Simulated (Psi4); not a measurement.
# CH3Cl3Si (methyltrichlorosilane): wB97X-V/cc-pVDZ

What is the vertical ionisation energy of CH3Cl3Si (methyltrichlorosilane) at wB97X-V/cc-pVDZ? 

The results are computed with Psi4 1.11.

3 further runs of the same task are left out: 3 set aside as unsound or not needed.

## Step 1: The structure to begin with

CH3Cl3Si: 8 atoms, total charge 0, spin state singlet. As SMILES, `C[Si](Cl)(Cl)Cl`. The shape is that of a PBE0-D4/def2-TZVP optimisation.

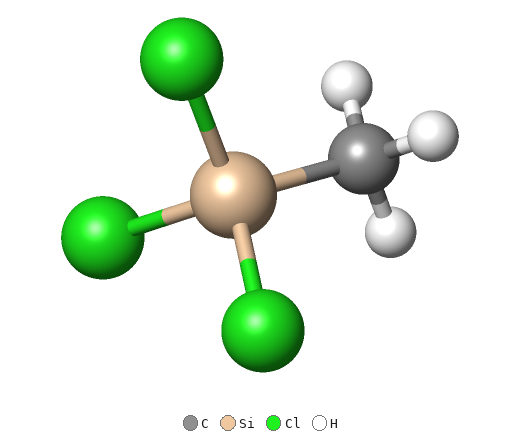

The structure, seen from a chosen angle (carbon grey, silicon light orange, chlorine green, hydrogen white).

## Step 2: The energy at wB97X-V/cc-pVDZ

Contents of input.dat:

```
memory 1600 MB

molecule m {
  0 1
  C     -1.37742137    -0.52836742     1.29654109
  Si     1.07506519     0.37397680    -0.99909820
  Cl     4.46050954    -1.20942472    -0.06349480
  Cl     0.12453295    -0.81163737    -4.53950010
  Cl     1.51404857     4.20086118    -1.08432485
  H     -1.59587371    -2.57985411     1.32432007
  H     -0.84716422     0.11546227     3.18381057
  H     -3.17965318     0.33108002     0.77629949
  units bohr
  symmetry c1
}

set globals {
  puream               true
  e_convergence        1e-09
  d_convergence        1e-08
  scf_type             pk
  dft_radial_points    99
  dft_spherical_points 590
}

result, w = energy("wb97x-v/cc-pVDZ", return_wfn=True)
```

Launch:

```bash
$ psi4 input.dat output.dat -n 1
```

output.dat:

```text
[...]
  Running in c1 symmetry.
[...]
  Nuclear repulsion =  440.297333754780766
[...]
  Multiplicity = 1
[...]
  Nalpha       = 37
  Nbeta        = 37
[...]
    Number of basis functions: 101
[...]
   @RKS iter   1: -1709.80681751506722   -4.21922e-02   4.62987e-03 ADIIS/DIIS
[...]
   @RKS iter  11: -1709.92403952308678    6.82121e-13   1.54407e-09 DIIS
[...]
    Orbital Energies [Eh]
    ---------------------
    Doubly Occupied:
       1A   -101.537221     2A   -101.537219     3A   -101.537212
       4A    -66.269365     5A    -10.300224     6A     -9.568436
       7A     -9.568405     8A     -9.568397     9A     -7.321356
      10A     -7.321353    11A     -7.321344    12A     -7.314776
      13A     -7.314774    14A     -7.314765    15A     -7.314699
      16A     -7.314698    17A     -7.314687    18A     -5.499853
      19A     -3.851497    20A     -3.851497    21A     -3.847564
      22A     -1.004999    23A     -0.960828    24A     -0.960815
      25A     -0.861417    26A     -0.647360    27A     -0.560840
      28A     -0.560839    29A     -0.519924    30A     -0.516117
      31A     -0.516114    32A     -0.462523    33A     -0.462522
      34A     -0.435327    35A     -0.435321    36A     -0.429233
[...]
  @RKS Final Energy: -1709.92403952308678
   => Energetics <=
    Nuclear Repulsion Energy =            440.2973337547807660
    One-Electron Energy =               -3238.0275457270668085
    Two-Electron Energy =                1171.7775284648812431
    DFT Exchange-Correlation Energy =     -84.2723942304341591
    Empirical Dispersion Energy =           0.0000000000000000
    VV10 Nonlocal Energy =                  0.3010382147523941
    Total Energy =                      -1709.9240395230867762
[...]
 Multipole Moments:
 ------------------------------------------------------------------------------------
     Multipole            Electronic (a.u.)      Nuclear  (a.u.)        Total (a.u.)
 ------------------------------------------------------------------------------------
 L = 1.  Multiply by 2.5417464519 to convert [e a0] to [Debye]
 Dipole X            :          5.1895242           -5.8010641           -0.6115399
 Dipole Y            :          1.9093067           -2.1345418           -0.2252352
 Dipole Z            :         -4.8575486            5.4298757            0.5723272
 Magnitude           :                                                    0.8673352
[...]
```

Wall time 2.1 min (1 thread of Intel Xeon 6975P-C (Granite Rapids), shared host); peak memory 0.89 GiB.

## Step 3: The doublet cation

Contents of input.json:

```json
{
 "schema_name": "qcschema_input",
 "schema_version": 1,
 "molecule": {
  "schema_name": "qcschema_molecule",
  "schema_version": 2,
  "symbols": ["C", "Si", "Cl", "Cl", "Cl", "H", "H", "H"],
  "geometry": [-1.37742137, -0.52836742, 1.29654109, 1.07506519, 0.3739768, -0.9990982, 4.46050954, -1.20942472, -0.0634948, 0.12453295, -0.81163737, -4.5395001, 1.51404857, 4.20086118, -1.08432485, -1.59587371, -2.57985411, 1.32432007, -0.84716422, 0.11546227, 3.18381057, -3.17965318, 0.33108002, 0.77629949],
  "molecular_charge": 1,
  "molecular_multiplicity": 2,
  "fix_symmetry": "c1"
 },
 "driver": "energy",
 "model": {
  "method": "wb97x-v",
  "basis": "cc-pVDZ"
 },
 "keywords": {
  "reference": "uks",
  "puream": true,
  "e_convergence": 1e-09,
  "d_convergence": 1e-08,
  "scf_type": "pk",
  "dft_radial_points": 99,
  "dft_spherical_points": 590,
  "maxiter": 100
 }
}
```

Launch:

```bash
$ psi4 --qcschema input.json -n 1 --memory 1600MB
```

stdout:

```text
[...]
  Running in c1 symmetry.
[...]
  Nuclear repulsion =  440.297333754780766
[...]
  Multiplicity = 2
[...]
  Nalpha       = 37
  Nbeta        = 36
[...]
    Number of basis functions: 101
[...]
   @UKS iter   1: -1709.37667438938024    3.87951e-01   4.51871e-03 DIIS/ADIIS
[...]
   @UKS iter  15: -1709.49419910647384   -4.66116e-11   7.53780e-09 DIIS
[...]
   @S^2 Observed:                7.588493036E-01
[...]
    Orbital Energies [Eh]
    ---------------------
    Alpha Occupied:
       1A   -101.786947     2A   -101.786900     3A   -101.786894
       4A    -66.473635     5A    -10.467704     6A     -9.816067
       7A     -9.816018     8A     -9.816001     9A     -7.569389
      10A     -7.569338    11A     -7.569332    12A     -7.566884
      13A     -7.566840    14A     -7.566837    15A     -7.559898
      16A     -7.559855    17A     -7.559850    18A     -5.705583
      19A     -4.057329    20A     -4.057329    21A     -4.052279
      22A     -1.240223    23A     -1.200412    24A     -1.200388
      25A     -1.031264    26A     -0.862943    27A     -0.768522
      28A     -0.768516    29A     -0.726235    30A     -0.707566
      31A     -0.707558    32A     -0.695425    33A     -0.695422
      34A     -0.671642    35A     -0.660351    36A     -0.660332
[...]
  @UKS Final Energy: -1709.49419910647384
   => Energetics <=
    Nuclear Repulsion Energy =            440.2973337547807660
    One-Electron Energy =               -3221.4383671283712829
    Two-Electron Energy =                1155.4249760458778837
    DFT Exchange-Correlation Energy =     -84.0766581642782995
    Empirical Dispersion Energy =           0.0000000000000000
    VV10 Nonlocal Energy =                  0.2985163855168693
    Total Energy =                      -1709.4941991064738431
[...]
 Multipole Moments:
 ------------------------------------------------------------------------------------
     Multipole            Electronic (a.u.)      Nuclear  (a.u.)        Total (a.u.)
 ------------------------------------------------------------------------------------
 L = 1.  Multiply by 2.5417464519 to convert [e a0] to [Debye]
 Dipole X            :          5.3853512           -5.8010641           -0.4157129
 Dipole Y            :          1.9819740           -2.1345418           -0.1525678
 Dipole Z            :         -5.0407053            5.4298757            0.3891704
 Magnitude           :                                                    0.5895318
[...]
```

The result, in JSON:

```text
{
 "driver": "energy",
 "model": {
  "method": "wb97x-v",
  "basis": "cc-pVDZ"
 },
 "success": true,
 "return_result": -1709.4941991064738,
 "properties": {
  "calcinfo_nbasis": 101,
  "calcinfo_nmo": 101,
  "calcinfo_nalpha": 37,
  "calcinfo_nbeta": 36,
  "calcinfo_natom": 8,
  "nuclear_repulsion_energy": 440.29733375478077,
  "return_energy": -1709.4941991064738,
  "scf_one_electron_energy": -3221.4383671283713,
  "scf_two_electron_energy": 1155.4249760458779,
  "scf_vv10_energy": 0.2985163855168693,
  "scf_xc_energy": -84.0766581642783,
  "scf_dipole_moment": [-0.4157129089755234, -0.15256779460957537, 0.38917042329654183],
  "scf_total_energy": -1709.4941991064738,
  "scf_iterations": 15
 }
}
```

Wall time 2.6 min (1 thread of Intel Xeon 6975P-C (Granite Rapids), shared host); peak memory 0.89 GiB.

## Step 4: Results

At wB97X-V/cc-pVDZ:

```
                                          quantity           value
                    singlet CH3Cl3Si: total energy  -1709.92404 Eh
                   singlet CH3Cl3Si: dipole moment          2.20 D
                     singlet CH3Cl3Si: HOMO energy       -11.51 eV
                     singlet CH3Cl3Si: LUMO energy         2.74 eV
                   singlet CH3Cl3Si: HOMO–LUMO gap        14.24 eV
                      doublet cation: total energy  -1709.49420 Eh
doublet cation: HOMO energy (highest over α and β)       -17.03 eV
 doublet cation: LUMO energy (lowest over α and β)       -11.88 eV
                              doublet cation: ⟨S²⟩           0.759
vertical ionisation energy (to the doublet cation)       11.697 eV
```

**Reading.** Removing an electron at fixed nuclei costs 11.70 eV (270 kcal/mol). The negative HOMO energy of the first species, 11.51 eV, lies 0.19 eV below that difference.
